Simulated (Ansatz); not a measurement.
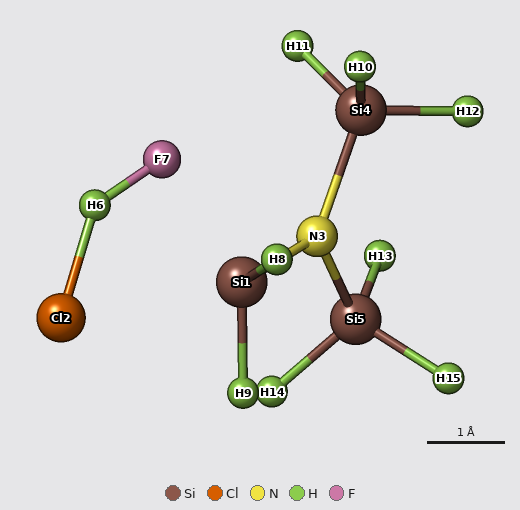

*The input geometry (ball-and-stick view, seen at a tilt; atoms are numbered from 1 in the order of the input).*

Bond lengths as drawn: Cl–H 1.57 Å, F–H 1.11 Å, H–Si 1.47 to 1.49 Å and N–Si 1.72 to 1.75 Å.

**Single-point calculation, with input and output: Si₃NH₉ClF**

The run: single-point calculation of Si₃NH₉ClF. Method and program: RKS PBE0-D4/def2-TZVPP (Ansatz 0.2.0).

The geometry is a transition state. The reaction was set up to form Si1–F7 and Cl2–H6 and to break Si1–Cl2 and H6–F7 (atoms counted from 1 in the order of the input); sticks are drawn by distance alone. The geometry comes from this level: PBE0-D4/def2-TZVP.

## What the program printed
```
Functional definition: PBE0
  name "PBE0"
  cite "Adamo & Barone, J. Chem. Phys. 110, 6158 (1999) doi:10.1063/1.478522"
  cite "Perdew, Burke & Ernzerhof, Phys. Rev. Lett. 77, 3865 (1996) doi:10.1103/PhysRevLett.77.3865"
  parent pbe
  parameter a = 0.25
  parameter kappa = 0.804
  parameter beta = 0.06672455060314922
  exchange = (1 - a)*pbe_x(kappa = kappa, mu = beta*pi^2/3) + a*exact_x
  correlation = pbe_c(beta = beta)
2040 factors; their error is unknown
mean field evaluation 1: about -40488.5277 eV, gradient 6.3e1 eV
mean field evaluation 2: about -40472.7786 eV, gradient 1.0e2 eV
mean field evaluation 4: about -40495.5504 eV, gradient 5.4e0 eV
mean field evaluation 8: about -40495.5947 eV, gradient 1.2e-1 eV
mean field evaluation 16: about -40495.6867 eV, gradient 1.1e-4 eV
mean field -40495.68666802 eV, -1488.1890360875 hartree, gradient 2.9e-5 eV, S^2 0.000000; 0 other end points of the search recorded, 0 dependent functions left out
reference -40495.68670946 eV, -1488.1890376102 hartree; 42, 42 occupied and 314, 314 virtual orbitals, 2040 factors
Total energy: -40496.07884638 eV, -1488.2034483762 hartree
```

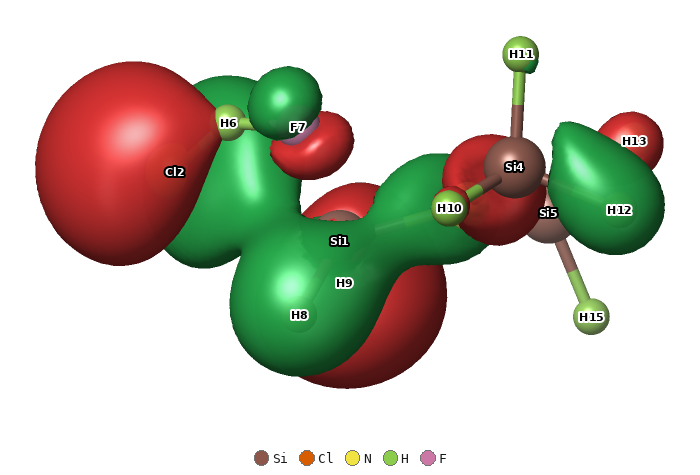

*One frontier orbital at ±0.06 Å⁻³ᐟ² (green and red are the two phases), seen from the side.*

The HOMO−1, at −8.85 eV. Its weight (Hirshfeld) is mainly on Cl2 (45 %), H9 (20 %) and Si1 (15 %).

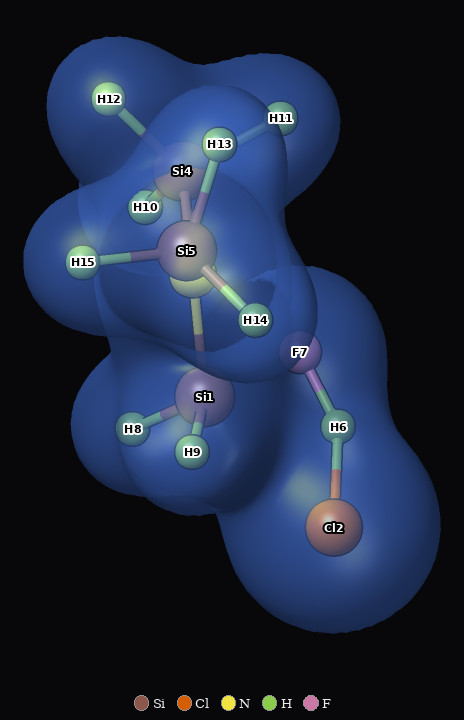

*Isosurface of the electron density at 0.1 e/Å³ (blue), seen at an oblique angle.*

At this value the surface is in one piece. On the grid the lowest density along these lines, outside the cores, is 0.44 e/Å³ (Si···F, 1.92 Å), 0.96 e/Å³ (Si–N, 1.72 Å), 1.4 e/Å³ (F–H, 1.11 Å) and 0.87 e/Å³ (Si–H, 1.47 Å).

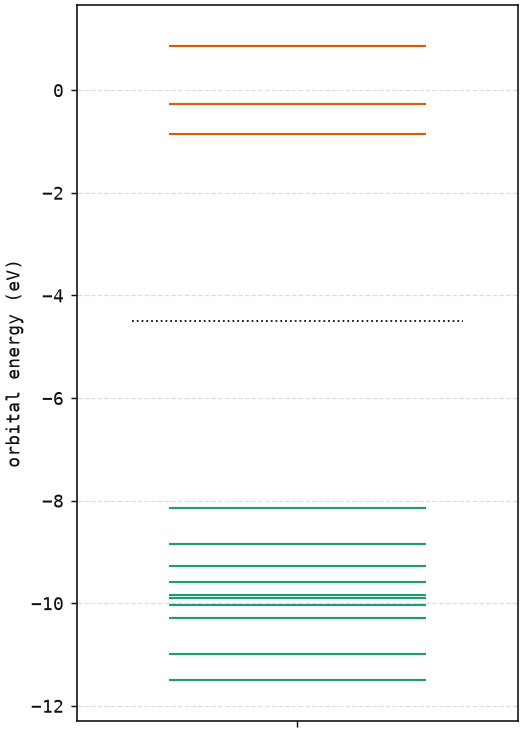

*Orbital energies near the frontier; the dotted line parts filled from empty levels, and levels within 0.02 eV of each other stand side by side.*

Highest filled −8.15 eV, lowest empty −0.85 eV, 7.30 eV apart.

This output came from the following input.

## Input
```yaml
crystal:
  periodic: [false, false, false]
  atoms:
    - {symbol: Si, position_ang: [0.643587, 1.131141, 0.483585]}
    - {symbol: Cl, position_ang: [3.008049, 1.645416, 0.971435]}
    - {symbol: N, position_ang: [-0.342370, -0.092417, -0.207413]}
    - {symbol: Si, position_ang: [-1.195643, -1.283514, 0.747216]}
    - {symbol: Si, position_ang: [-0.557667, -0.137282, -1.940122]}
    - {symbol: H, position_ang: [2.335276, 0.406170, 1.654204]}
    - {symbol: F, position_ang: [1.386856, -0.167715, 1.680213]}
    - {symbol: H, position_ang: [0.046533, 1.890789, 1.592776]}
    - {symbol: H, position_ang: [0.905061, 1.969665, -0.708673]}
    - {symbol: H, position_ang: [-1.377317, -0.756123, 2.121831]}
    - {symbol: H, position_ang: [-0.467127, -2.576049, 0.797754]}
    - {symbol: H, position_ang: [-2.524590, -1.510609, 0.122323]}
    - {symbol: H, position_ang: [-0.932958, -1.529456, -2.303620]}
    - {symbol: H, position_ang: [0.709229, 0.231798, -2.618857]}
    - {symbol: H, position_ang: [-1.636918, 0.778186, -2.392652]}
basis:
  gaussian: {orbitals: def2-TZVPP}
hamiltonian: {xc: pbe0, dispersion: d4}
output: {orbitals: {seedname: orbitals}}
```

Run as:
```bash
ansatz run in.yaml --threads 4 --pin off --events-out ev --progress --plain --max-ram 66560MiB --backend cuda --devices 0, --max-vram 37GiB
```

## Key numbers

| quantity | value |
| --- | --- |
| outcome | converged |
| total energy | −40496.0788 eV |
| mean-field energy | −40495.6867 eV |
| dispersion energy | −0.3921 eV |
| SCF solution under orbital rotations | stable |
| HOMO | −8.15 eV |
| LUMO | −0.85 eV |
| hardware | 4 CPU threads, shared host |
| wall time | 11 s (CPU time 4.6 s; the host was busy) |
| peak memory | 0.86 GiB |
